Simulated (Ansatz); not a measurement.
BN: response to strain

The parent structure is BN in the wurtzite structure (space group P6_3mc, No. 186; a = 2.5232 Å, c = 4.1751 Å). Axes: x lies along a and z along c of the hexagonal cell.

Strains are applied to the cell and any free atomic positions relax.

Calculations: Ansatz (an electronic-structure program), LDA, PAW, cutoff 420 eV, spin-orbit coupling left out.

Notes on the quantities. energy relative to the base: free energy F.

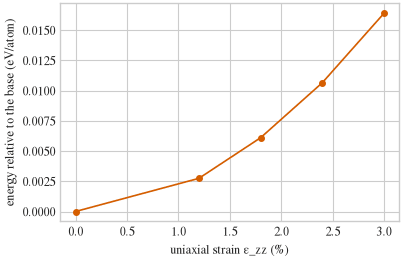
Figure. Energy relative to the base against uniaxial strain ε_zz

Question: From the plot, what is the energy relative to the base for uniaxial strain ε_zz = +2.40 %?

Answer: About 0.011 eV/atom.

Question: Is the trend monotonic over the range shown?

Answer: Yes, it rises throughout, spanning 0 meV/atom to +16 meV/atom.

No phonon test of stability was made.
